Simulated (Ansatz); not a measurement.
**CaC2 (R-3m): from the cell to its phonons**

Wanted: phonon frequencies of CaC2 (R-3m) and what follows from them.

Program: Ansatz 0.2.0. Level of theory: DFT r2SCAN, scalar-relativistic, plane waves, PAW. Results are calculated unless marked as measured.

## Step 1: The starting structure

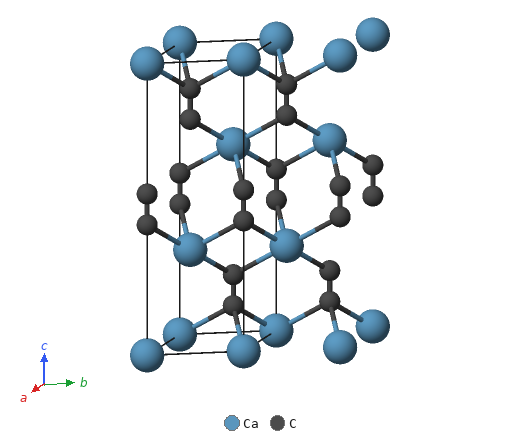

Start, viewed slightly off an axis; calcium blue, carbon dark grey. 1×2×1 cells are drawn. This picture shows the conventional cell, with its axes. Bonds to atoms that aren't drawn are left out. Some periodic images of atoms are drawn too.

## Step 2: Coarse relaxation

The start is far from rest, so a relaxation with loose tolerances brings it close first.

Contents of input.yaml:

```yaml
crystal:
  lattice:
    - [1.9443979843, 1.1225986996, 3.9538747767]
    - [-1.9443979843, 1.1225986996, 3.9538747767]
    - [0.0, -2.2451973993, 3.9538747767]
  atoms:
    - { symbol: Ca, position: [0.0, 0.0, 0.0] }
    - { symbol: C, position: [0.552915, 0.552915, 0.552915] }
    - { symbol: C, position: [0.447085, 0.447085, 0.447085] }
kpoints:
  mp_grid: { grid: [6, 6, 6] }
hamiltonian:
  xc: r2scan
scf:
  occupations: { method: gaussian, width: 0.1 }
output:
  forces: true
  stress: true
  eigenvalues: true
relax:
  adjacent_minimum: "off"
  f_tol: 0.05
  max_steps: 80
  cell: { stress_tol: 0.5 }
```

The run is started by

```bash
> ansatz run input.yaml --threads 4 --pin off --max-ram 7168MiB --backend cpu --events-out ev --progress --plain --runs-dir out
```

Numbers of over 12 decimals in the logs are rounded to 6 here.

Log:

```text
The last accepted step is kept in <dir> (removed where the run ends without a failure and the disk answers)
Engine: ansatz 0.2.0, aarch64-unknown-linux-gnu
Pseudopotentials: kind: paw
Pseudopotential: Ca, paw, valence charge 10, recommended cutoff 500 eV (meta_gga), Ca.paw.azcp
Pseudopotential: C, paw, valence charge 4, recommended cutoff 500 eV (meta_gga), C.paw.azcp
Functional definition: r2SCAN
[...]
F+E_penalty+E_count = -2325.28325214 eV   max|allowed force component| = 1.944e-2 eV/Å   (the final SCF, on the basis selected at the relaxed cell)
  cell:  # Å, volume = 50.7614 Å³
    - [1.931349, 1.115065, 3.928454]
    - [-1.931349, 1.115065, 3.928454]
    - [0, -2.230129, 3.928454]
  atoms:
    - { symbol: Ca, position: [0, 0, 0] }
    - { symbol: C, position: [0.552835, 0.552835, 0.552835] }
    - { symbol: C, position: [0.447165, 0.447165, 0.447165] }
[key lines of the parts left out:]
SCF converged after 3 iterations
Free energy (F): -2325.283252 eV
Fermi energy:    5.661130 eV
P = ⅓ Tr σ = -0.0103 GPa (-0.103 kbar)
```

Elapsed: 3.9 s, on 4 threads of Arm Neoverse V2, shared host; peak memory 0.53 GiB.

Relaxation path:

```
step  energy less that of the first step (eV)  largest force component (eV/Å)  pressure (GPa)  volume (Å³)
   1                                   0.0000                          0.6897           -1.94        51.78
   2                                  -0.0058                          0.1844            0.45        50.19
   3                                  -0.0070                          0.0194           -0.01        50.76
  4*                                  -0.0069                          0.0194           -0.01        50.76
```

Relaxation steps marked * repeat the geometry before them on a plane-wave basis chosen anew for their cell, so energy and pressure can jump there.

The run keeps the 12 symmetry operations that it works with, so distortions that break them were not tested.

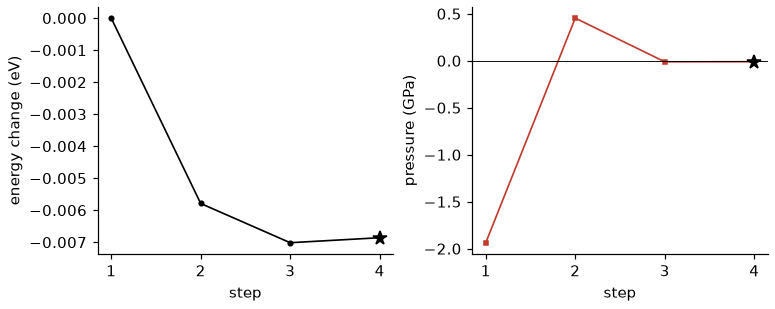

Energy and pressure along the relaxation. Stars mark steps on a basis chosen anew.

```
conventional cell, symmetrised  before   after  change
                         a (Å)   3.889   3.863  -0.7 %
                         b (Å)   3.889   3.863  -0.7 %
                         c (Å)  11.862  11.785  -0.6 %
              volume (Å³/atom)   17.26   16.92  -2.0 %
```

Final coordinates:

```xyz
3
Lattice="1.9313 1.1151 3.9285 -1.9313 1.1151 3.9285 0.0000 -2.2301 3.9285" Properties=species:S:1:pos:R:3 pbc="T T T"
Ca    0.0000    0.0000    0.0000
C     0.0000    0.0000    6.5154
C     0.0000    0.0000    5.2700
```

This step gave:

```yaml
pressure: -0.01028 GPa
gap_on_the_k_mesh: 3.101 eV
volume_per_atom: 16.92 Å³
direct_gap_on_mesh: 4.332 eV
```

In this step the volume went from 17.26 to 16.92 Å³/atom.

## Step 3: Relaxation

The cell and atoms are relaxed, since residual forces and stress would shift the frequencies.

Contents of input.yaml:

```yaml
crystal:
  lattice:
    - [1.9313487821, 1.1150647392, 3.92845431]
    - [-1.9313487821, 1.1150647392, 3.92845431]
    - [0.0, -2.2301294784, 3.92845431]
  atoms:
    - { symbol: Ca, position: [0.0, 0.0, 0.0] }
    - { symbol: C, position: [0.5528354845, 0.5528354845, 0.5528354845] }
    - { symbol: C, position: [0.4471645155, 0.4471645155, 0.4471645155] }
kpoints:
  mp_grid: { grid: [6, 6, 6] }
hamiltonian:
  xc: r2scan
scf:
  occupations: { method: gaussian, width: 0.02 }
output:
  forces: true
  stress: true
  eigenvalues: true
relax:
  adjacent_minimum: "off"
  f_tol: 0.005
  max_steps: 80
  cell: { stress_tol: 0.05 }
```

Log:

```text
[...]
Crystal: 3 atoms, lattice volume = 50.761 Å³
Basis set: ecut = 500 eV, 1275 PW (Γ), exchange–correlation on 144×144×144 points (64 copies of the dense FFT grid, shifted against one another)
Bands: 13, of which v1, the nominal top of the filled ones, is band 9 counted from 1 (8 counted from 0)
Symmetry: 12 space group operations
[...]
k-points: 32 of 216
[...]
--- Relaxed structure (2 steps of the walk, 2 accepted, 1 SCFs on fresh bases) ---
[...]
cell:  # Å, volume = 50.7142 Å³
    - [1.930739, 1.114713, 3.927280]
    - [-1.930739, 1.114713, 3.927280]
    - [0, -2.229425, 3.927280]
  atoms:
    - { symbol: Ca, position: [0, 0, 0] }
    - { symbol: C, position: [0.552859, 0.552859, 0.552859] }
    - { symbol: C, position: [0.447141, 0.447141, 0.447141] }
[key lines of the parts left out:]
SCF converged after 4 iterations
Free energy (F): -2325.283250 eV
Fermi energy:    5.670963 eV
P = ⅓ Tr σ = 0.0228 GPa (0.228 kbar)
```

It took 3.1 s on 4 threads; peak memory 0.53 GiB; 11 s of CPU time.

Little changed from the start: no atom moved by 0.005 Å and no cell edge by 0.1 %.

Numbers from this step:

```
pressure           : 0.02279 GPa
gap on the k-mesh  : 3.099 eV
volume per atom    : 16.90 Å³
direct gap on mesh : 4.329 eV
```

In this step the volume went from 16.92 to 16.90 Å³/atom.

## Step 4: Tight relaxation

Phonons need a cell at rest on their own settings, so the relaxation is repeated with tight tolerances on forces and stress on the k mesh and occupations of the first response run.

Contents of input.yaml:

```yaml
crystal:
  lattice:
    - [1.9307388614, 1.1147126013, 3.9272797721]
    - [-1.9307388614, 1.1147126013, 3.9272797721]
    - [0.0, -2.2294252027, 3.9272797721]
  atoms:
    - { symbol: Ca, position: [0.0, 0.0, 0.0] }
    - { symbol: C, position: [0.5528592442, 0.5528592442, 0.5528592442] }
    - { symbol: C, position: [0.4471407558, 0.4471407558, 0.4471407558] }
kpoints:
  mp_grid: { grid: [6, 6, 6] }
hamiltonian:
  xc: r2scan
scf:
  occupations: { method: fixed }
output:
  forces: true
  stress: true
  eigenvalues: true
  write_density: true
  write_potential: true
  elf: true
  volumetric_format: npy
relax:
  adjacent_minimum: "off"
  f_tol: 0.001
  max_steps: 60
  cell: { stress_tol: 0.01 }
```

Log:

```text
[...]
Crystal: 3 atoms, lattice volume = 50.714 Å³
Basis set: ecut = 500 eV, 1275 PW (Γ), exchange–correlation on 144×144×144 points (64 copies of the dense FFT grid, shifted against one another)
Bands: 13, of which v1, the nominal top of the filled ones, is band 9 counted from 1 (8 counted from 0)
Symmetry: 12 space group operations
[...]
k-points: 32 of 216
[...]
--- Relaxed structure (3 steps of the walk, 3 accepted, 1 SCFs on fresh bases) ---
[...]
cell:  # Å, volume = 50.7345 Å³
    - [1.931004, 1.114865, 3.927779]
    - [-1.931004, 1.114865, 3.927779]
    - [0, -2.229731, 3.927779]
  atoms:
    - { symbol: Ca, position: [0, 0, 0] }
    - { symbol: C, position: [0.552853, 0.552853, 0.552853] }
    - { symbol: C, position: [0.447147, 0.447147, 0.447147] }
[key lines of the parts left out:]
SCF converged after 5 iterations
Free energy (F): -2325.283251 eV
Fermi energy:    4.117648 eV
P = ⅓ Tr σ = 0.0002 GPa (0.002 kbar)
```

Elapsed: 4.1 s, on 4 threads; peak memory 0.53 GiB; 15 s of CPU time.

Little changed from the start: no atom moved by 0.005 Å and no cell edge by 0.1 %.

This step gave:

* pressure: 2.47e-4 GPa
* gap on the k-mesh: 3.100 eV
* volume per atom: 16.91 Å³

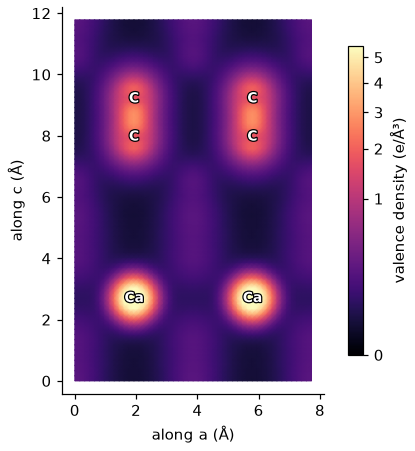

Valence density in the ac plane of the conventional cell at fractional y = 0.000, with atoms of Ca and C within 0.2 Å of it. It is the smooth field of the valence electrons, not physical close to the nuclei. The map starts off the cell's origin, so that atoms lie inside it. The colour scale is stretched toward low values.

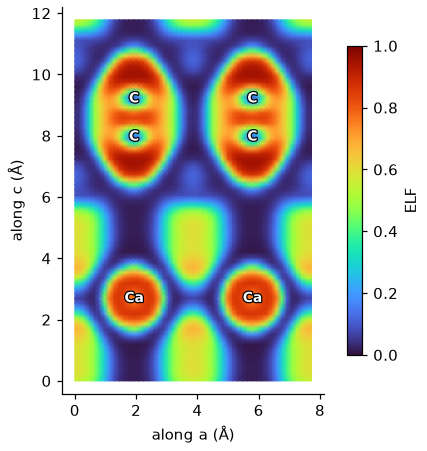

ELF in the ac plane of the conventional cell at fractional y = 0.000, with atoms of Ca and C within 0.2 Å of it. It is the smooth field of the valence electrons, not physical close to the nuclei. The map starts off the cell's origin, so that atoms lie inside it.

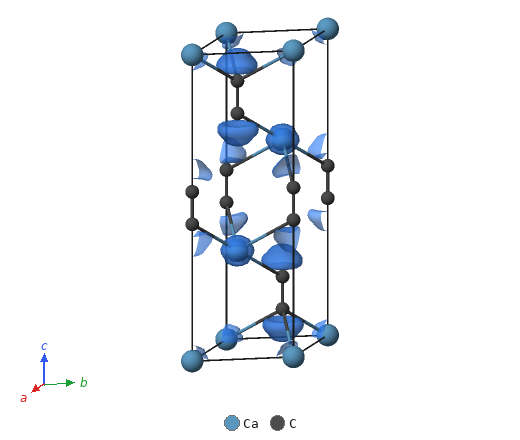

Surface of ELF = 0.85. Bonds to atoms that aren't drawn are left out.

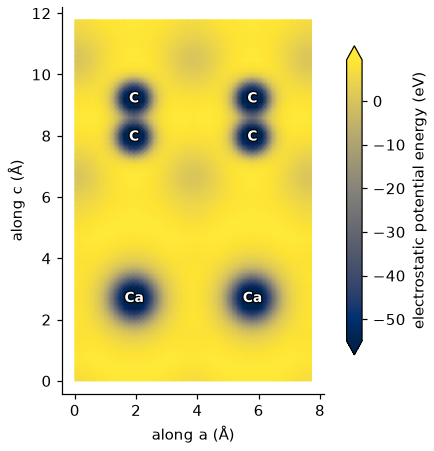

Electrostatic potential energy in the ac plane of the conventional cell at fractional y = 0.000, with atoms of Ca and C within 0.2 Å of it. With pseudopotentials it is smooth inside the atoms' cores, unlike the true potential. The map starts off the cell's origin, so that atoms lie inside it.

The largest force component left is 0.15 meV/Å and the pressure is 0.000 GPa, within the tolerances set. The cell now holds 16.91 Å³/atom.

## Step 5: Zone-centre response

The zone centre comes first: it holds the modes that light can see, as far as symmetry allows. The response to a homogeneous field gives the Born charges and the dielectric tensor.

Contents of input.yaml:

```yaml
crystal:
  lattice:
    - [1.93100359, 1.1148654425, 3.9277786955]
    - [-1.93100359, 1.1148654425, 3.9277786955]
    - [0.0, -2.229730885, 3.9277786955]
  atoms:
    - { symbol: Ca, position: [0.0, 0.0, 0.0] }
    - { symbol: C, position: [0.552852901, 0.552852901, 0.552852901] }
    - { symbol: C, position: [0.447147099, 0.447147099, 0.447147099] }
kpoints:
  mp_grid: { grid: [6, 6, 6] }
hamiltonian:
  xc: r2scan
scf:
  occupations: { method: fixed }
output:
  eigenvalues: true
phonons:
  method: dfpt
  dielectric: true
  rigid_motions: translations
```

Log:

```text
[...]
Crystal: 3 atoms, lattice volume = 50.735 Å³
Basis set: ecut = 500 eV, 1275 PW (Γ), exchange–correlation on 216×216×216 points (216 copies of the dense FFT grid, shifted against one another)
Bands: 13, of which v1, the nominal top of the filled ones, is band 9 counted from 1 (8 counted from 0)
Symmetry: 12 space group operations
k-points: 68 of 216 (irreducible under 2 space group operations, time reversal used)
[...]
SCF iter   1: F=—  HF=-2325.260380 eV  |F-HF|=—  |Δ(HF+E_count)|=         —  Δρ=6.11e-3  dr2=1.63e-2  dr2_τ=3.28e-1  ethr=1.77e-3  ⟨swp⟩=4.1  Hψ=4753  notcnv=0  defer=35
[...]
SCF iter   8: F=-2325.283253 eV  HF=-2325.283253 eV  |F-HF|=0.00e0  |Δ(HF+E_count)|=  6.11e-10  Δρ=2.36e-7  dr2=1.30e-11  dr2_τ=7.43e-13  ethr=1.00e-12  ⟨swp⟩=10.3  Hψ=6378  notcnv=0
SCF 1 converged in 8 iterations: F = -2325.283253 eV  dr2 = 1.30e-11
[...]
NSCF: frozen V_eff on 5 k-points
DFPT response loops at Γ: preconditioner auto → none (the input reference at scf.mixing.eps_inf says where Resta's filter doesn't serve); β = 0.50; Broyden in place of MSR1
── the response to a field inside a basis, on 6×6×6 k-points: an SCF that follows is theirs, and a resumed run solves both again ──
Bands: 10, of which v1, the nominal top of the filled ones, is band 9 counted from 1 (8 counted from 0)
k-points: 28 of 216
[...]
Eigensolver: Dense (28 Hₖ)
SCF iter   1: F=—  HF=-2325.279448 eV  |F-HF|=—  |Δ(HF+E_count)|=         —  Δρ=1.47e-4  dr2=1.12e-6  dr2_τ=3.11e-6  ethr=1.00e-1
[...]
SCF iter   3: F=-2325.279451 eV  HF=-2325.279451 eV  |F-HF|=9.03e-9  |Δ(HF+E_count)|=   3.58e-7  Δρ=4.74e-6  dr2=1.41e-8  dr2_τ=1.52e-9  ethr=1.62e-9
SCF 1 converged in 3 iterations: F = -2325.279451 eV  dr2 = 1.41e-8
[...]
SCF converged after 8 iterations
Free energy (F): -2325.283253 eV
[...]
Internal energy: -2325.283253 eV  (E = F + TS)
E sigma→0 (E₀):  -2325.283253 eV
Fermi energy:    4.117644 eV
[...]
--- Band table (eV; the first three rows and the last of 68) ---
  k-point 0: bands = [... 5 lower, 1.0105, 1.3263, 3.3648, 3.3648, 7.6939, 7.6939, 8.9987, 10.3188]
  k-point 1: bands = [... 5 lower, 0.6090, 1.5983, 3.0355, 3.1514, 7.9774, 8.0760, 9.5213, 10.3251]
  k-point 2: bands = [... 5 lower, 0.1428, 1.5305, 2.7824, 2.8285, 8.7028, 9.0403, 10.2158, 10.8149]
  k-point 67: bands = [... 5 lower, -1.2722, 2.6627, 2.6627, 4.1176, 10.4157, 10.5066, 10.7423, 10.7423]
--- Phonons (Γ-DFPT): 4 representative perturbations + reference, on 68 of 216 k-points (Σ response iterations 25) ---
  k mesh reduced under 2 symmetry operations, with k and −k counted as one. Each operation leaves every solved perturbation unchanged. A smaller set is not considered because the functional reads the kinetic-energy density
  ASR residual: 1.374e-4 → 0.000e0 eV/Å²; symmetrization residual: 2.641e-6 eV/Å²
  ASR residual per site (eV/Å²): 4.12e-5 1.37e-4 1.37e-4
  Γ frequencies (cm⁻¹): 0.00 0.00 0.00 227.62 241.83 241.83 268.22 268.22 1951.22
  ε∞ (high-frequency dielectric tensor):
        3.201430     0.000000     0.000000
        0.000000     3.201430    -0.000000
        0.000000    -0.000000     4.292166
  ε⁰ (static dielectric tensor: ions relaxed, cell fixed):
        7.968866     0.000000    -0.000000
        0.000000     7.968866    -0.000000
       -0.000000    -0.000000    11.897110
  ε⁰ − ε∞ (ionic part):
        4.767436     0.000000    -0.000000
        0.000000     4.767436    -0.000000
       -0.000000    -0.000000     7.604944
  softest optical mode at Γ: 227.62 cm⁻¹; the repairs (sum rule, projections) moved no ω² at Γ by more than (1.91 cm⁻¹)²
  Born effective charges Z* (e; rows j = field, columns β = displacement):
    site 0:
         2.30462    0.00000   -0.00000
         0.00000    2.30462   -0.00000
         0.00000   -0.00000    2.47014
    site 1:
        -1.15231   -0.00000    0.00000
        -0.00000   -1.15231    0.00000
        -0.00000    0.00000   -1.23507
    site 2:
        -1.15231   -0.00000    0.00000
        -0.00000   -1.15231    0.00000
        -0.00000    0.00000   -1.23507
  Z* charge neutrality: 6.245e-4 e pre-enforcement
  solved inside a basis spanned on kpoints, on 6×6×6 k-points, its susceptibility summed on 10×10×10: ε∞ is read to err by 1.1e-2, Z* by 1.1e-2 e (field_mesh: kpoints solves on kpoints); Z* is corrected for what the basis lacks
  optical modes at Γ without the LO–TO term, one row a degenerate level:
      ω (cm⁻¹)  modes    IR ((D/Å)²/amu)
        227.62      1             9.3723
        241.83      2             0.0000
        268.22      2            16.3167
       1951.22      1             0.0000
  optical modes at Γ + LO–TO along q̂ = [1.0000, 0.0000, 0.0000]:
      ω (cm⁻¹)  modes    IR ((D/Å)²/amu)
        227.62      1             9.3723
        241.83      2             0.0000
        268.22      1             8.1584
        423.17      1             8.1584
       1951.22      1             0.0000
  optical modes at Γ + LO–TO along q̂ = [0.0000, 1.0000, 0.0000]:
      ω (cm⁻¹)  modes    IR ((D/Å)²/amu)
        227.62      1             9.3723
        241.83      2             0.0000
        268.22      1             8.1584
        423.17      1             8.1584
       1951.22      1             0.0000
  optical modes at Γ + LO–TO along q̂ = [0.0000, 0.0000, 1.0000]:
      ω (cm⁻¹)  modes    IR ((D/Å)²/amu)
        241.83      2             0.0000
        268.22      2            16.3167
        378.95      1             9.3723
       1951.22      1             0.0000
```

Run time: 55 s. Hardware: 4 threads; peak memory 2.5 GiB.

Reading the cycles: dr2 is the Hartree energy of the density residual (eV), the measure of convergence; HF is the Harris–Foulkes estimate of the energy, which meets the free energy F at convergence.

This step gave:

```yaml
sum_rule_residual_before_enforcement: 1.37e-4 eV/Å²
miss_of_the_charge_sum_rule: 6.25e-4 e
estimated_error_of_the_dielectric_tensor: 0.01059
estimated_error_of_the_born_charges: 0.01070 e
point_group: -3m
highest_optical_mode_at_the_zone_centre_no_lo_to_term: 1951 cm⁻¹
lowest_optical_zone_centre_mode: 227.6 cm⁻¹
mean_high_frequency_dielectric_constant: 3.565
largest_born_charge_third_of_the_trace: 2.360 e
mean_static_dielectric_constant: 9.278
top_of_the_zone_centre_spectrum_with_the_field: 1951 cm⁻¹
```

Without the LO-TO term. Patterns of degenerate modes are one choice out of their space. The modes at Γ (shares of kinetic energy by element, %):

```
mode  frequency (cm⁻¹)  symmetry  Ca %  C %
   1               0.0  acoustic    63   37
   2               0.0  acoustic    63   37
   3               0.0  acoustic    63   37
   4             227.6       A2u    37   63
   5             241.8        Eg     0  100
   6             241.8        Eg     0  100
   7             268.2        Eu    37   63
   8             268.2        Eu    37   63
   9            1951.2       A1g     0  100
```

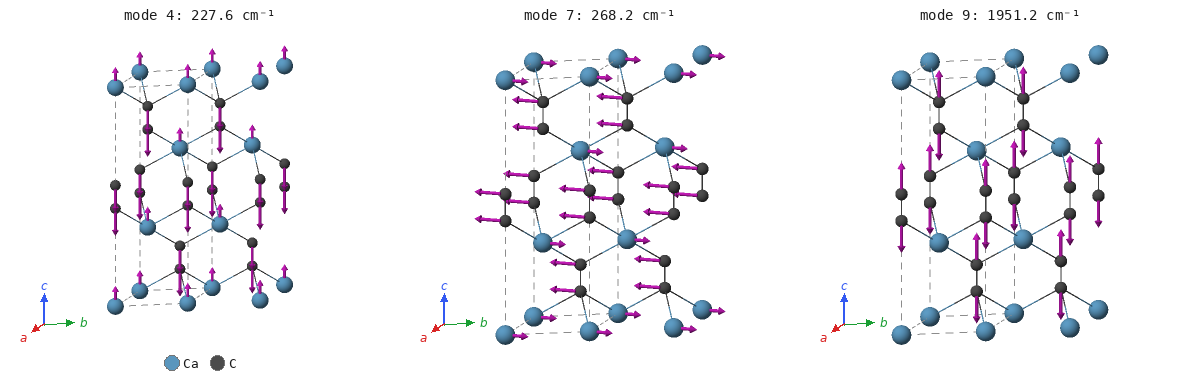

Displacement patterns of modes 4, 7 and 9 at Γ; arrows are exaggerated. Bonds to atoms that aren't drawn are left out. 1×2×1 conventional cells are drawn. Some periodic images of atoms are drawn too.

Optical modes at the zone centre, without and with the macroscopic field of the longitudinal modes; each column is sorted by frequency, so a row need not hold one and the same mode. Modes with and without the field, by row:

```
rank among optical modes  no field (cm⁻¹)  q along (1, 0, 0) (cm⁻¹)  q along (0, 0, 1) (cm⁻¹)
                       1            227.6                     227.6                     241.8
                       2            241.8                     241.8                     241.8
                       3            241.8                     241.8                     268.2
                       4            268.2                     268.2                     268.2
                       5            268.2                     423.2                     378.9
                       6             1951                      1951                      1951
```

Born charge (rows field, columns displacement) (e), principal values of the symmetric part by kind of site:

```
atom  atoms with these values    low  middle   high   mean
 Ca1                        1   2.30    2.30   2.47   2.36
  C2                        2  -1.24   -1.15  -1.15  -1.18
```

In full for C2:

```
-1.15  0.00  0.00
 0.00 -1.15  0.00
 0.00  0.00 -1.24
```

High-frequency dielectric tensor:

```
3.20 0.00 0.00
0.00 3.20 0.00
0.00 0.00 4.29
```

Static dielectric tensor (ions relaxed, fixed cell):

```
 7.97  0.00  0.00
 0.00  7.97  0.00
 0.00  0.00 11.90
```

Transverse modes. Infrared lines, with heights relative to the strongest:

```
position (cm⁻¹)  label  relative intensity
            228    A2u                  57
            242     Eg                 0.0
            268     Eu                 100
           1951    A1g                 0.0
```

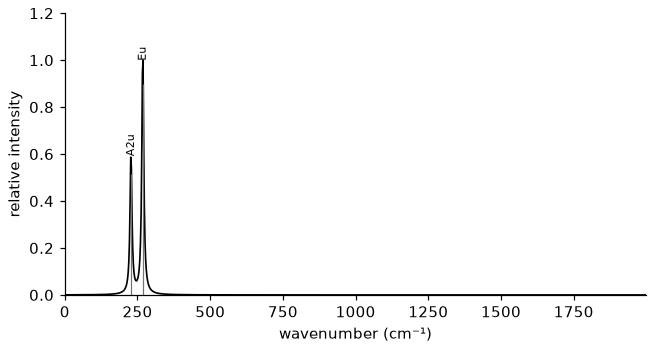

The infrared spectrum, broadened with Lorentzians of width 8 cm⁻¹; bars mark the lines.

Before it was imposed, the acoustic sum rule was missed by 1.4e-4 eV/Å² and the charge sum rule by 6.2e-4 e. Small misses are needed for a sound result but don't prove that mesh and cutoff are converged. The lowest optical mode is real, 228 cm⁻¹.

[end of part 1 of 2]

[Logs are printed without paths, hosts, clocks, repeated set-up lines and the standing remarks that a program may print on its own settings, such as how far it seeks lower states.]

[Hosts, paths, dates, database ids (printed as entryN), source tags and the programs' standing remarks are cut or masked in the printed files.]
